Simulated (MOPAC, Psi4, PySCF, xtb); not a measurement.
Two rigid molecules brought together: C2H4 ··· Li+ (SMILES C=C and [Li+]) (charge +1). Monomers: optimised at B3LYP-D3(BJ) (def2-TZVP), held rigid. Orientation: lowest of the rigid-body minima from ten starts at GFN2-xTB (searched outside a hard wall at short contacts). R is the distance of the centres of mass, along which the second monomer moves. The shortest distances reach bonding range, where SAPT0 and rigid monomers are unreliable.

Geometry at R = 2.30 Å (first 6 atoms: monomer A):
```
7

C      0.6614     0.0067     0.0340
C     -0.6614    -0.0068    -0.0340
H      1.2068     0.8892     0.3458
H      1.2538    -0.8641    -0.2192
H     -1.2538     0.8641     0.2193
H     -1.2069    -0.8892    -0.3458
Li    -0.1051    -0.7066     2.1836
```

Levels: GFN1-xTB (xtb); SCS-MP2/aug-cc-pVTZ = Psi4 1.11 with DF-SCS-MP2/aug-cc-pVTZ, all electrons correlated, counterpoise-corrected; RHF/6-31G* = PySCF 2.14.0 with restricted Hartree-Fock/6-31G*, spherical d, no counterpoise correction; PBE-D3(BJ)/def2-TZVP, counterpoise-corrected (Psi4); PM3, restricted, heats of formation (MOPAC).

Interaction energies in kJ/mol (negative: bound); R is the distance of the centres of mass, d the C2···Li7 distance.

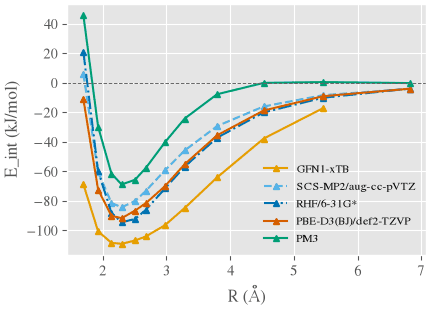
*Interaction energy against separation.*

```json
[
 {"R / Å": "1.70", "d / Å": "1.82", "GFN1-xTB": "-68.81", "SCS-MP2/aug-cc-pVTZ": "5.90", "RHF/6-31G*": "20.88", "PBE-D3(BJ)/def2-TZVP": "-11.26", "PM3": "45.63"},
 {"R / Å": "1.93", "d / Å": "2.04", "GFN1-xTB": "-100.54", "SCS-MP2/aug-cc-pVTZ": "-60.46", "RHF/6-31G*": "-59.77", "PBE-D3(BJ)/def2-TZVP": "-72.32", "PM3": "-29.67"},
 {"R / Å": "2.14", "d / Å": "2.24", "GFN1-xTB": "-108.46", "SCS-MP2/aug-cc-pVTZ": "-81.34", "RHF/6-31G*": "-88.17", "PBE-D3(BJ)/def2-TZVP": "-90.14", "PM3": "-61.54"},
 {"R / Å": "2.30", "d / Å": "2.39", "GFN1-xTB": "-109.09", "SCS-MP2/aug-cc-pVTZ": "-84.41", "RHF/6-31G*": "-94.50", "PBE-D3(BJ)/def2-TZVP": "-91.71", "PM3": "-68.89"},
 {"R / Å": "2.51", "d / Å": "2.59", "GFN1-xTB": "-106.85", "SCS-MP2/aug-cc-pVTZ": "-80.06", "RHF/6-31G*": "-92.29", "PBE-D3(BJ)/def2-TZVP": "-86.60", "PM3": "-65.67"},
 {"R / Å": "2.68", "d / Å": "2.76", "GFN1-xTB": "-104.12", "SCS-MP2/aug-cc-pVTZ": "-73.24", "RHF/6-31G*": "-86.03", "PBE-D3(BJ)/def2-TZVP": "-81.54", "PM3": "-57.67"},
 {"R / Å": "2.98", "d / Å": "3.05", "GFN1-xTB": "-96.46", "SCS-MP2/aug-cc-pVTZ": "-59.25", "RHF/6-31G*": "-71.61", "PBE-D3(BJ)/def2-TZVP": "-70.03", "PM3": "-40.26"},
 {"R / Å": "3.29", "d / Å": "3.35", "GFN1-xTB": "-84.80", "SCS-MP2/aug-cc-pVTZ": "-45.82", "RHF/6-31G*": "-56.75", "PBE-D3(BJ)/def2-TZVP": "-55.10", "PM3": "-24.20"},
 {"R / Å": "3.80", "d / Å": "3.85", "GFN1-xTB": "-64.03", "SCS-MP2/aug-cc-pVTZ": "-29.28", "RHF/6-31G*": "-37.14", "PBE-D3(BJ)/def2-TZVP": "-35.52", "PM3": "-7.72"},
 {"R / Å": "4.53", "d / Å": "4.58", "GFN1-xTB": "-37.75", "SCS-MP2/aug-cc-pVTZ": "-16.01", "RHF/6-31G*": "-20.08", "PBE-D3(BJ)/def2-TZVP": "-18.75", "PM3": "-0.06"},
 {"R / Å": "5.46", "d / Å": "5.50", "GFN1-xTB": "-17.21", "SCS-MP2/aug-cc-pVTZ": "-8.41", "RHF/6-31G*": "-10.13", "PBE-D3(BJ)/def2-TZVP": "-9.11", "PM3": "0.50"},
 {"R / Å": "6.82", "d / Å": "6.85", "GFN1-xTB": "—", "SCS-MP2/aug-cc-pVTZ": "-4.00", "RHF/6-31G*": "-3.95", "PBE-D3(BJ)/def2-TZVP": "-4.01", "PM3": "-0.19"}
]
```

Lowest grid point: GFN1-xTB -109.09 kJ/mol at R = 2.30 Å; SCS-MP2/aug-cc-pVTZ -84.41 kJ/mol at R = 2.30 Å; RHF/6-31G* -94.50 kJ/mol at R = 2.30 Å; PBE-D3(BJ)/def2-TZVP -91.71 kJ/mol at R = 2.30 Å; PM3 -68.89 kJ/mol at R = 2.30 Å.

A dash means that the run gave no value there, or that the column was ended at a point which the program doubted or which failed a test of continuity chosen for this set; such a test can also cut sound points.
